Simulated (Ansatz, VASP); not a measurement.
**Al: VASP beside Ansatz**

One calculation is typed for both programs; each brings its own data sets and cutoff. How far apart do they land? The cell comes out of the VASP series on this material, whose earlier steps may have relaxed, scaled or displaced it; both programs get it as it stands.

Calculated with Ansatz 0.2.0; plane waves, with VASP 6.6.1 beside it; relaxation of cell and atoms at PBEsol with D3(BJ).

### Step 1. The structure

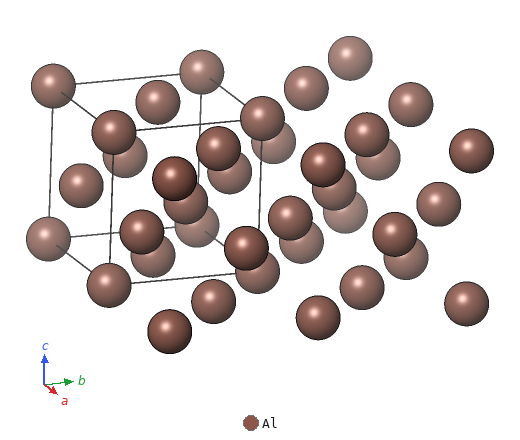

The starting structure, seen slightly off an axis (aluminium brown). 2×2×1 cells are drawn. This picture shows the conventional cell, with its axes. Some periodic images of atoms are drawn too.

### Step 2. Ansatz: relaxation of cell and atoms, PBEsol with D3(BJ)

Ansatz runs on its default PAW (the set named soft_2) files.

The relaxed volume is the usual yardstick between codes: its relative difference is about their pressure difference at one cell divided by the bulk modulus.

Input file input.yaml:

```yaml
crystal:
  lattice:
    - [0.0, 1.9845232571, 1.9845232571]
    - [1.9845232571, 0.0, 1.9845232571]
    - [1.9845232571, 1.9845232571, 0.0]
  atoms:
    - { symbol: Al, position: [0.0, 0.0, 0.0] }
hamiltonian:
  xc: pbesol
  pseudopotentials: { kind: paw }
  dispersion: d3bj
kpoints:
  mp_grid: { grid: [12, 12, 12] }
scf:
  occupations: { method: methfessel_paxton, width: 0.1 }
relax:
  f_tol: 0.01
  max_steps: 60
  cell: { stress_tol: 0.05 }
output:
  forces: true
  stress: true
```

The run is started by

```
$ ansatz run input.yaml --threads 4 --pin off --max-ram 9216MiB --backend cpu --events-out ev --progress --plain --runs-dir out
```

Numbers of over 12 decimals in the logs are rounded to 6 here.

The program printed:

```text
Engine: ansatz 0.2.0, aarch64-unknown-linux-gnu
Pseudopotentials: kind: paw
Pseudopotential: Al, paw, valence charge 3, recommended cutoff 420 eV (normal), Al.paw.azcp
Functional definition: PBEsol
  exchange = pbesol_x
  correlation = pbesol_c
Crystal: 1 atoms, lattice volume = 15.631 Å³
Basis set: ecut = 420 eV, 307 PW (Γ), exchange–correlation on 40×40×40 points (8 copies of the dense FFT grid, shifted against one another)
Bands: 6, of which v1, the nominal top of the filled ones, is band 2 counted from 1 (1 counted from 0)
Symmetry: 48 space group operations
Space group: Fm-3m (ITA 225), of the structure as read, at distance tolerance 2.5e-5 Å
k-points: 72 of 1728
Non-local potential: Al, projectors of the file, l = 0: 2, l = 1: 2, l = 2: 1
PAW form: soft (Blöchl's): semilocal exchange-correlation on the pseudo side does not see the compensation charge
PAW frozen core: Al, regenerated for the run's functional, and the local potential with it (the file was generated under x = pbe(κ = 0.804, μ = 0.219515), c = pbe(β = 0.066725))
PAW one-centre angular grid: Al, 110 points (default); XC on 64 Gauss nodes
Initial density: superposition of atomic densities (neutral atoms: chi_scale 0, normalization atom), corrected by the library's trained network
Initial wavefunctions: pseudopotential atomic-orbital guess
Functional: x = pbesol(κ = 0.804, μ = 0.123457), c = pbesol(β = 0.046)
SCF iter   1: F=—  HF=-524.884506 eV  |F-HF|=—  |Δ(HF+E_count)|=         —  Δρ=1.00e-3  dr2=1.22e-4  ethr=1.77e-3  ⟨swp⟩=4.9  Hψ=3707  notcnv=0
preconditioner: auto → none  [insulator: Δε(μ)=0.120 eV  Ē_g=13.666 eV  σ=0.100 eV  W_gap=0.84  n_scr=0 (ndim 8)  ℏωp=16.3 eV  f_vac=0.000  D(μ)=0.37/eV (n_scr^D=0)  ε∞_Penn≈2.4]
SCF iter   2: F=—  HF=-524.884478 eV  |F-HF|=—  |Δ(HF+E_count)|=   2.79e-5  S|Δr|=    0.00e0  Δρ=4.65e-4  dr2=2.38e-5  ethr=4.07e-6  ⟨swp⟩=1.3  Hψ=1031  notcnv=0
SCF iter   3: F=—  HF=-524.884489 eV  |F-HF|=—  |Δ(HF+E_count)|=   1.08e-5  S|Δr|=    0.00e0  Δρ=2.54e-5  dr2=4.82e-8  ethr=3.33e-9  ⟨swp⟩=3.1  Hψ=1229  notcnv=0
SCF iter   4: F=-524.884489 eV  HF=-524.884489 eV  |F-HF|=6.37e-11  |Δ(HF+E_count)|=   1.77e-8  S|Δr|=    0.00e0  Δρ=2.11e-6  dr2=3.41e-10  ethr=1.61e-9  ⟨swp⟩=2.0  Hψ=1112  notcnv=0
SCF 1 converged in 4 iterations: F = -524.884489 eV  dr2 = 3.41e-10
  greatest PAW one-centre occupation: 0.452 electrons in one spin orbital (limit 2), on the Al atom at site 0 (counted from 0), in its partial waves of l = 0
relax step   1: F+E_penalty+E_count = -524.88448854 eV  Δ(F+E_penalty+E_count) = +0.000e0 eV  max|allowed force component| = 0.000e0 eV/Å  Δτ_max = 0.0000 Å  P = -0.059 GPa  Ω = 15.631 Å³  (4 SCF iters, dr2 threshold 1.00e-7 eV, accepted)
[...]
relax step   2: F+E_penalty+E_count = -524.88449503 eV  Δ(F+E_penalty+E_count) = -6.492e-6 eV  max|allowed force component| = 0.000e0 eV/Å  Δτ_max = 0.0000 Å  P = +0.002 GPa  Ω = 15.621 Å³  energy of the carried Pulay correction = +4.603e-6 eV  (3 SCF iters, dr2 threshold 8.70e-9 eV, accepted)
[...]
relax step   3: F+E_penalty+E_count = -524.88449503 eV  Δ(F+E_penalty+E_count) = +1.819e-12 eV  max|allowed force component| = 0.000e0 eV/Å  Δτ_max = 0.0000 Å  P = +0.001 GPa  Ω = 15.621 Å³  stress off target by 1.38e-3 GPa  SCF on the basis re-selected at this cell (its energy is not comparable with the rows above)  (2 SCF iters)
basis re-selected at this cell: Δ(F+E_penalty+E_count) = +1.819e-12 eV, ΔP = -0.000 GPa vs the last step (what re-selecting the basis moved, of the pressure what is left beyond the Pulay correction that the steps carried, after the strain that the cell walked since its last selection, with what the two solves' SCF thresholds leave and, on support functions, any second-order correction that the steps lacked; it is no  [...]
SCF converged after 2 iterations
Stability not checked: this state was not tested for a lower state beside it, because cold or Methfessel-Paxton smearing, or corrected tetrahedra, fill the levels in a way that the test cannot read (fill_not_monotonic; see scf.lower_state_search)
Free energy (F): -524.884495 eV
Harris-Foulkes:  -524.884495 eV  (|F-HF|=3.41e-13)
Internal energy: -524.884859 eV  (E = F + TS)
E sigma→0 (E₀):  -524.884586 eV
Entropy (-TS):   0.000364 eV (0.364 meV/atom)
Fermi energy:    8.323328 eV
--- Per-component energies (eV) ---
  E_band       = 11.667848
  E_kinetic    = 23.670491
  E_local      = 10.579455  (includes V_loc(G=0)·N_el)
  E_nonlocal   = 10.518205
  E_hartree    = 0.116640
  E_xc         = -39.772223
  E_vxc        = -29.628180  (∫ρ·V_xc dr)
  E_paw        = -454.811793  (= ΣΔE_a)
  E_vpaw       = -3.705401  (= ΣTr[D̂ρ^β])
  E_aug_tail   = -0.000002  (compensation charges beyond the density's cutoff)
  E_ewald      = -74.869061
  E_disp       = -0.335709  (pairwise vdW)
  E_core_change = 0.019139  (= ΣΔE_core)
  E_smearing   = 0.000364  (= −TS)
  E_closure    = 0.000000  (closes the sum)
  Σ components = -524.884495   (vs F -524.884495, Δ=0.00e0)
--- Forces (eV/Å), atoms counted from 1 ---
  atom   1  Al    -0.00000000    -0.00000000     0.00000000
  max |Σ_I F_I| component: 7.19e-33 eV/Å
--- Stress (GPa, compression-positive) ---
        0.001382       0.000000       0.000000
        0.000000       0.001382       0.000000
        0.000000       0.000000       0.001382
  P = ⅓ Tr σ = 0.0014 GPa (0.014 kbar)
--- Relaxed structure (2 steps of the walk, 2 accepted, 1 SCFs on fresh bases) ---
  F+E_penalty+E_count = -524.88449503 eV   max|allowed force component| = 0.000e0 eV/Å   (the final SCF, on the basis selected at the relaxed cell)
  cell:  # Å, volume = 15.6208 Å³
    - [0, 1.984076, 1.984076]
    - [1.984076, 0, 1.984076]
    - [1.984076, 1.984076, 0]
  atoms:
    - { symbol: Al, position: [0.0, 0.0, 0.0] }
```

Run time: 1.1 s. Hardware: 4 threads of Arm Neoverse N1, shared host; peak memory 0.26 GiB; 2.4 s of CPU time.

### Step 3. VASP: relaxation of cell and atoms, PBEsol with D3(BJ)

The same cell, functional, mesh and smearing now go to VASP, with its own data sets and cutoff.

Lines of VASP's logs that name or quote its potential files are left out, and so is its time.

Input file INCAR:

```
SYSTEM = Al
PREC = Accurate
ENCUT = 450
EDIFF = 1E-06
NELM = 100
ISMEAR = 1
SIGMA = 0.1
LREAL = .FALSE.
ALGO = Normal
GGA = PS
IVDW = 12
LORBIT = 11
LWAVE = .FALSE.
LCHARG = .FALSE.
KPAR = 2
IBRION = 2
NSW = 50
ISIF = 3
EDIFFG = -0.01
```

Input file POSCAR:

```
Al
1.0
    0.0000000000      1.9845232571      1.9845232571
    1.9845232571      0.0000000000      1.9845232571
    1.9845232571      1.9845232571      0.0000000000
Al
1
Direct
    0.0000000000      0.0000000000      0.0000000000
```

Input file KPOINTS:

```
Automatic mesh
0
Gamma
12 12 12
0 0 0
```

The projector-augmented-wave data sets are Al (PBE family, release 64).

The run is started by

```
$ mpirun -np 2 vasp_std
```

The program printed:

```text
[banner, memory and clock lines left out]
running    2 mpi-ranks, on    1 nodes
 distrk:  each k-point on    1 cores,    2 groups
 distr:  one band on    1 cores,    1 groups

 POSCAR found type information on POSCAR Al
 POSCAR found :  1 types and       1 ions
|                                                                             |
|               ----> ADVICE to this user running VASP <----                  |
|                                                                             |
|     You enforced a specific xc type in the INCAR file but a different       |
|     [... a line on the potential file left out ...]
|     I HOPE YOU KNOW WHAT YOU ARE DOING!                                     |
|                                                                             |

 LDA part: xc-table for (Slater+PW92), standard interpolation
 POSCAR, INCAR and KPOINTS ok, starting setup
 FFT: planning ... GRIDC
 FFT: planning ... GRID_SOFT
 FFT: planning ... GRID
 WAVECAR not read
 entering main loop
       N       E                     dE             d eps       ncg     rms          rms(c)
DAV:   1    -0.226804990903E+01   -0.22680E+01   -0.77631E+02   775   0.278E+02
DAV:   2    -0.410721990665E+01   -0.18392E+01   -0.17041E+01   955   0.288E+01
DAV:   3    -0.412139055626E+01   -0.14171E-01   -0.14174E-01   930   0.295E+00
DAV:   4    -0.412143189030E+01   -0.41334E-04   -0.41334E-04   950   0.156E-01
DAV:   5    -0.412143215372E+01   -0.26342E-06   -0.26418E-06  1000   0.106E-02    0.149E+00
DAV:   6    -0.410419988910E+01    0.17232E-01   -0.18115E-03   840   0.285E-01    0.846E-01
DAV:   7    -0.409253943477E+01    0.11660E-01   -0.50333E-03   840   0.457E-01    0.181E-01
DAV:   8    -0.409252439188E+01    0.15043E-04   -0.30188E-05   980   0.569E-02    0.198E-02
DAV:   9    -0.409252375550E+01    0.63638E-06   -0.41511E-07   845   0.494E-03
   1 F= -.44279058E+01 E0= -.44280244E+01  d E =-.442791E+01
 curvature:   0.00 expect dE= 0.000E+00 dE for cont linesearch  0.000E+00
 trial: gam= 0.00000 g(F)=  0.294E-64 g(S)=  0.169E-06 ort = 0.000E+00 (trialstep = 0.100E+01)
 search vector abs. value=  0.169E-06
 reached required accuracy - stopping structural energy minimisation
```

Parts of OUTCAR (step 3):

```text
ion  position               nearest neighbor table
   1  0.000  0.000  0.000-

  LATTYP: Found a face centered cubic cell.
 ALAT       =     3.9690465142

 Subroutine GETGRP returns: Found 48 space group operations
 (whereof 48 operations were pure point group operations)

The static configuration has the point symmetry O_h .

 Found     72 irreducible k-points:

   k-points           NKPTS =     72   k-points in BZ     NKDIM =     72   number of bands    NBANDS=      5

   dimension x,y,z NGX =    20 NGY =   20 NGZ =   20
   dimension x,y,z NGXF=    40 NGYF=   40 NGZF=   40

   ENCUT  =  450.0 eV  33.07 Ry    5.75 a.u.   4.85  4.85  4.85*2*pi/ulx,y,z

   NELECT =       3.0000    total number of electrons

 k-points in reciprocal lattice and weights: Automatic mesh
   0.00000000  0.00000000  0.00000000       0.001
   0.08333333  0.00000000  0.00000000       0.005
   0.16666667  0.00000000  0.00000000       0.005
   0.25000000  0.00000000  0.00000000       0.005
   0.33333333  0.00000000  0.00000000       0.005
   0.41666667  0.00000000  0.00000000       0.005
   0.50000000  0.00000000  0.00000000       0.002
   0.08333333  0.08333333  0.00000000       0.003
   0.16666667  0.08333333  0.00000000       0.014
[...]
-0.33333333  0.50000000  0.16666667       0.007
  -0.25000000  0.50000000  0.25000000       0.003

 average (electrostatic) potential at core
       1 -71.6558

 E-fermi :   8.3848

 k-point     1 :       0.0000    0.0000    0.0000
  band No.  band energies     occupation
      1      -2.9833      2.00000
      2      21.4235      0.00000
      3      21.4235      0.00000
      4      21.4235      0.00000
      5      23.3338      0.00000

 k-point     2 :       0.0833    0.0000    0.0000
  band No.  band energies     occupation
      1      -2.7877      2.00000
      2      18.8197      0.00000
      3      20.9219      0.00000
      4      20.9219      0.00000
      5      23.8830      0.00000

 k-point     3 :       0.1667    0.0000    0.0000
  band No.  band energies     occupation
      1      -2.2028      2.00000
      2      15.3665      0.00000
      3      20.2450      0.00000
      4      20.2450      0.00000
      5      23.6477      0.00000

 Edisp (eV)   -0.33538

  Total       0.00108     0.00108     0.00108     0.00000    -0.00000    -0.00000
  in kB       0.11073     0.11073     0.11073     0.00000    -0.00000    -0.00000
  external pressure =        0.11 kB  Pullay stress =        0.00 kB

  energy-cutoff  :      450.00
  volume of cell :       15.63
      direct lattice vectors                 reciprocal lattice vectors
     0.000000000  1.984523257  1.984523257    -0.251949680  0.251949680  0.251949680
     1.984523257  0.000000000  1.984523257     0.251949680 -0.251949680  0.251949680
     1.984523257  1.984523257  0.000000000     0.251949680  0.251949680 -0.251949680

 POSITION                                       TOTAL-FORCE (eV/Angst)
 -----------------------------------------------------------------------------------
      0.00000      0.00000      0.00000        -0.000000     -0.000000     -0.000000
 -----------------------------------------------------------------------------------
    total drift:                                0.000000      0.000000     -0.000000

  FREE ENERGIE OF THE ION-ELECTRON SYSTEM (eV)
  ---------------------------------------------------
  free  energy   TOTEN  =        -4.4279058252 eV

  energy  without entropy=       -4.4282614259  energy(sigma->0) =       -4.42802436

 reached required accuracy - stopping structural energy minimisation

 total charge
# of ion       s       p       d       tot
------------------------------------------
    1        0.430   0.360   0.000   0.789

[... 3 further parts left out ...]
```

CONTCAR:

```
Al
   1.00000000000000
     0.0000000000000000    1.9845232571000000    1.9845232571000000
     1.9845232571000000    0.0000000000000000    1.9845232571000000
     1.9845232571000000    1.9845232571000000    0.0000000000000000
  Al
     1
Direct
     0.0000000000000000    0.0000000000000000    0.0000000000000000
```

### Step 4. Differences

Known differences besides the PAW data sets themselves: both relaxations stop at a tolerance, which leaves soft axes loose, and VASP keeps its plane-wave basis; the cutoff is 420 eV in Ansatz and 450 eV in VASP; Ansatz makes its cores anew for this functional, VASP keeps those of its PBE data sets; VASP leaves aspherical gradient terms in its spheres out (LASPH is not set), Ansatz keeps them; Ansatz adds a Pulay correction to the stress that steers its cell, VASP none. Total energies have different zeros and are not compared.

Both answers:

```
                                         quantity  Ansatz   VASP  difference
                                      volume (Å³)   15.62  15.63     -0.07 %
edge a after relaxation, in the typed setting (Å)   2.806  2.807     -0.02 %
```

The walks stopped with 0.00 GPa left in Ansatz and 0.01 GPa in VASP; each walk ends within a tolerance, so the volume difference is uncertain by about these residues over the bulk modulus, most in soft cells.

### Step 5. Summary of results

| Property | Result |
| --- | --- |
| difference in volume (relaxation of cell and atoms, PBEsol with D3(BJ)) | -0.068 % |

**Reading.** The difference in volume is -0.068 % (relaxation of cell and atoms, PBEsol with D3(BJ)), within the 1.2 % picked in this series as the mark of a large difference, as far as the stopping tolerances let one tell. Differences of this kind measure data sets and numerical settings, not the functional's error against experiment.

[Lines on the potential files, build, host, timing and source positions are cut from VASP's logs without a mark.]

[Logs are printed without paths, hosts, clocks, repeated set-up lines and the standing remarks that a program may print on its own settings, such as how far it seeks lower states.]

[Hosts, paths, dates, database ids (printed as entryN), source tags and the programs' standing remarks are cut or masked in the printed files.]
